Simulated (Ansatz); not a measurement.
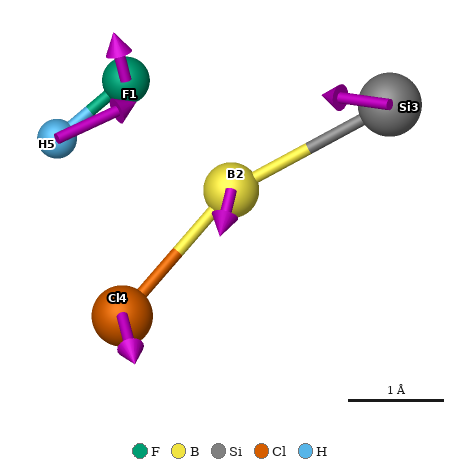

This is a relaxation of BSiHClF. The starting structure is drawn; purple arrows show the displacements, at their true length. The two geometries are superimposed by the best rigid fit.

A ball-and-stick model, seen at a tilt.

It is one of the separated reactants of a reaction.

Level of theory: Ansatz 0.2.0, RKS PBE0-D4/def2-TZVP. Set-up: force threshold 0.005 eV/Å; at most 200 steps.

**What did the optimiser do to the structure, and how much energy did it gain?**

The atom that moves furthest after the best rigid fit is H5 (0.98 Å). By element the largest moves are H 0.98 Å, Si 0.88 Å, Cl 0.71 Å, F 0.55 Å, B 0.54 Å. Some distances before and after: F1–B2 1.933 → 2.676 Å, F1–Si3 3.076 → 2.377 Å, B2–Cl4 1.765 → 1.688 Å, B2–Si3 1.909 → 1.898 Å. Among the angles between lasting bonds that change: Si3–B2–Cl4 155.3° → 176.8°. Over 23 accepted moves (25 points after the start) the energy falls by 33.6 kJ/mol. Largest force component: 0.7 eV/Å at the start, 0.0049 eV/Å at the end. The line search rejected the trial steps at points 11, 20 of the run.
